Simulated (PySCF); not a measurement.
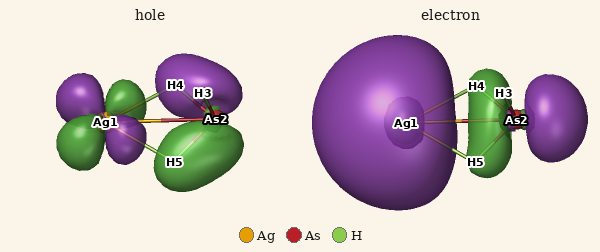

Figure 1: AgAsH3, charge +1, SMILES `[Ag+].[AsH3]`. Leading natural transition orbital pair of S₂ (TDA singlet states); the surfaces enclose about 85 % of each orbital's density.

PySCF calculation, BHandHLYP/def2-SVP, gas phase; geometry: an unrelaxed start of a pair search. Core potentials replace the inner electrons of Ag; spin–orbit coupling isn't included. Without diffuse functions Rydberg states are missing, so the states' numbers hold for this basis only.

Input script:

```python
import numpy as np
from pyscf import gto, scf, dft, tdscf
from pyscf.scf import atom_ks, atom_hf
from scipy.linalg import block_diag

def solve(mol, dm0=None, hcore=None):
    mf = (dft.UKS if mol.spin else dft.RKS)(mol, xc='bhandhlyp')
    mf.grids.level = 3
    mf = mf.density_fit(auxbasis='def2-universal-jkfit')
    mf.conv_tol, mf.max_cycle = 1e-8, 80
    if hcore is not None:
        mf.get_hcore = lambda *args: hcore
    mf.kernel(dm0)
    if not mf.converged:
        mf = mf.newton().run(mf.mo_coeff, mf.mo_occ, max_cycle=30)
    assert mf.converged, 'SCF not converged'
    return mf

mol = gto.M(atom='''
Ag     1.22744     0.00011    -0.00106
As    -1.66961    -0.00063     0.03230
H     -1.43978    -0.01208    -1.45330
H     -0.59502     1.14736     0.20864
H     -0.55762    -1.11977     0.22886
''', basis='def2-svp', ecp={'Ag': 'def2-svp'}, charge=1, spin=0, verbose=4)
mf = solve(mol)
td = mf.TDA()
td.nstates, td.singlet, td.conv_tol = 5, True, 1e-5
td.kernel()
td.analyze()
x, y = np.array([p[0] for p in td.xy]), np.array([p[1] + 0 * p[0] for p in td.xy])
f, mu = td.oscillator_strength(), td.transition_dipole()
nto = [td.get_nto(state=i + 1, verbose=4) for i in range(len(td.e))]
# spherically averaged free atoms, for the promolecule
atom_ks.AtomSphAverageRKS.init_guess_by_vsap = lambda self, mol=None: self.init_guess_by_minao(mol)  # core potentials
atm = atom_ks.get_atm_nrks(mol, xc='bhandhlyp')
pro = block_diag(*[(atm[a[0]][2] * atm[a[0]][3]) @ atm[a[0]][2].T for a in mol._atom])
np.savez('result.npz', e=td.e, f=f, ok=td.converged, w=[n[0] for n in nto], nto=[n[1] for n in nto], x=x, y=y, c=mf.mo_coeff, occ=mf.mo_occ, eps=mf.mo_energy, pro=pro, mu=mu)
```

Command:

```sh
OMP_NUM_THREADS=1 python input.py
```

The run took 64 s on 1 thread of Arm Neoverse V1, on a shared host, peak memory 0.43 GiB.

> Where does the state lie, and where do hole and electron sit?

5.45 eV (227 nm), f = 0.015, partly diffuse acceptor orbital, which a basis without diffuse functions describes poorly; the leading pair carries 99 %; hole on Ag1 (68 %), As2 (18 %) and H4 and H5 (7 % each), electron on Ag1 (82 %) and As2 (12 %) (atom shares of so diffuse an orbital are rough); their centroids lie 0.7 Å apart. In canonical orbitals it is mainly HOMO−1 → LUMO (85 %). The HOMO–LUMO gap is 7.15 eV.
